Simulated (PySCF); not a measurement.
The calculation's input:

```
{"job": {"kind": "uv", "xc": "CAM-B3LYP", "basis": "def2-SVPD", "nstates": 8, "ntriplets": 3}, "charge": 0, "multiplicity": 1}
C      2.909526     0.577906     0.306432
C      1.746531     0.056191    -0.378069
C      0.794943    -0.387405    -0.971568
Si    -0.747691    -1.040075    -1.755206
As    -2.545791    -1.037929    -0.261693
C     -2.183492     0.746677     0.507531
H      3.754554     0.629815    -0.380229
H      2.703162     1.578080     0.688791
H      3.172246    -0.071730     1.141709
H     -1.034771    -0.160947    -2.905801
H     -0.441410    -2.390285    -2.255582
H     -1.754464    -1.783612     0.785554
H     -2.759671     0.891081     1.421768
H     -2.490904     1.514039    -0.203937
H     -1.127180     0.886186     0.732732
```

Launched as:

```sh
OMP_NUM_THREADS=1 python probes_run.py task.json out
```

Geometry: GFN2-xTB.

Level of theory: PySCF, CAM-B3LYP/def2-SVPD, SCF density, gas phase.

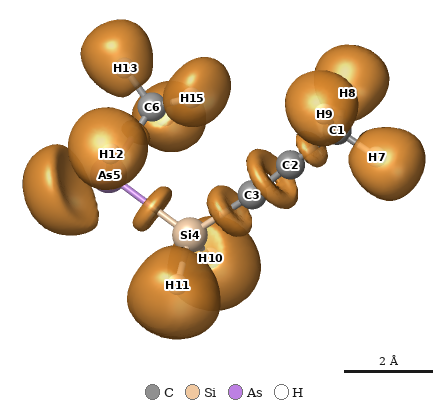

C₄H₉AsSi (SMILES CC#C[SiH2][AsH]C). Isosurface of the ELF at 0.85 (orange), seen at a tilt. Core shells and regions of very low density are left out.

Q: Where are the electrons localised?

A: The ELF exceeds this value in one region between bonded As–C atoms (shared pairs), one region between bonded As–Si atoms (shared pairs), two regions between bonded C–C atoms (shared pairs), one region between bonded C–Si atoms (shared pairs), nine regions around hydrogen nuclei and one lobe on As, pointing away from the bonds (lone pairs). Profiles from the grid: C–C (1.21 Å): the ELF peaks at about 0.85 between the atoms (a short, multiple covalent bond). C–Si (1.85 Å): the ELF peaks at about 0.95 between the atoms, as expected for a covalent bond.
